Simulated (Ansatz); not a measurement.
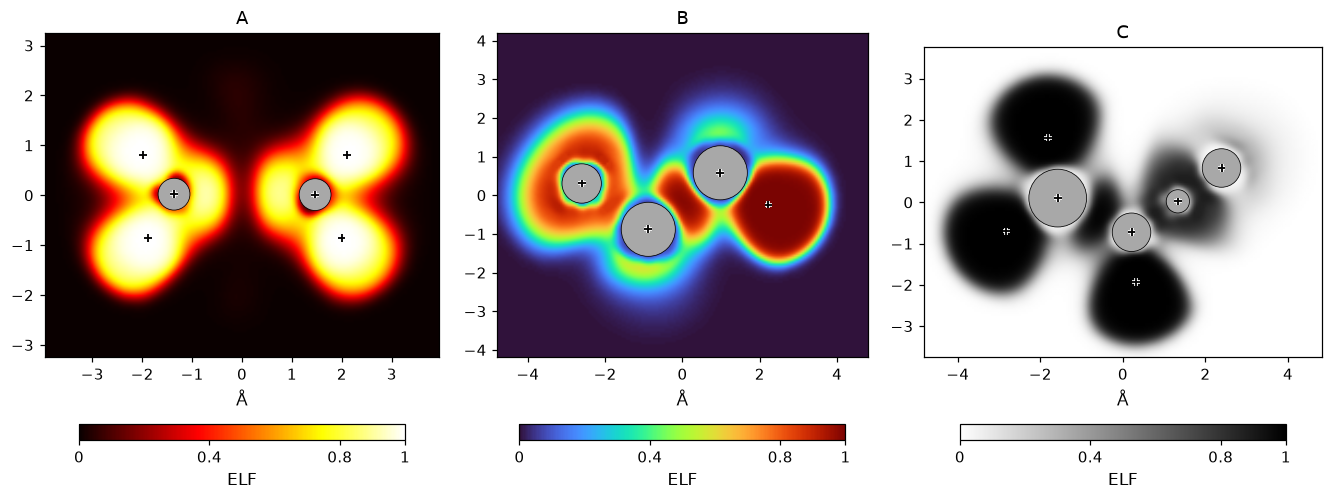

The electron localisation function of 3 systems, each on a plane through atoms (crosses mark nuclei in the plane; grey discs cover the cores).

Computed with isolated molecule in a Gaussian basis; Kohn-Sham density functional theory, functional PBE0 in Ansatz.

System 1: Cl₂H₃Si₂ (SMILES [SiH3][Si](Cl)Cl) (doublet), the plane of atoms Si4, Si3 and H6. Geometry: B3LYP-D3(BJ)/def2-SVP.

```xyz
7

Cl    1.8931    0.9229    2.9275
Cl   -1.1093   -0.6430    3.2403
Si   -0.3569    0.9833    0.1225
Si   -0.1463    1.0512    2.4798
H     0.2517   -0.2771   -0.3925
H    -1.8054    1.0338   -0.2214
H     0.3481    2.1655   -0.4473
```

System 2: B₂FH₄OSi (doublet), the plane of atoms O4, B2 and Si5. Geometry: B3LYP-D3(BJ)/def2-SVP.

```xyz
9

B    -2.9793   -2.5716    0.1438
B    -1.4388   -0.4007   -0.1737
F    -3.3469   -3.3101   -0.8965
O    -2.2464   -1.4772   -0.0686
Si    0.5201   -0.5690   -0.0392
H    -3.3143   -2.9008    1.2515
H    -1.9391    0.6876   -0.3394
H     1.4267    0.5912   -0.2390
H     1.2413   -1.8653    0.0809
```

System 3: FH₅N₂OSi, the plane of atoms H6, N2 and H7. Geometry: B3LYP/6-31G*.

```xyz
10

F     0.9898   -2.1734    0.4860
N    -1.3665   -1.1678   -0.1721
N     0.6607    0.3681    1.0742
O     1.0054   -0.3370   -1.6075
Si    0.3403   -0.9575   -0.3721
H    -1.6832   -2.0480    0.2210
H    -1.9273   -0.9325   -0.9837
H     1.1896   -0.0208    1.8562
H    -0.2298    0.7299    1.4177
H     1.1982    1.1265    0.6514
```

Which map belongs to which system?

Answer. Panel A is system 3, FH₅N₂OSi: the plane holds N and H. Panel B is system 1, Cl₂H₃Si₂: the plane holds Cl, Si and H. Si–Cl (2.09 Å): the ELF peaks at about 0.85 between the atoms: a polar covalent bond. Panel C is system 2, B₂FH₄OSi: the plane holds B, O, Si and H. B–O (1.33 Å): the ELF peaks at about 0.85 between the atoms (a polar covalent bond).
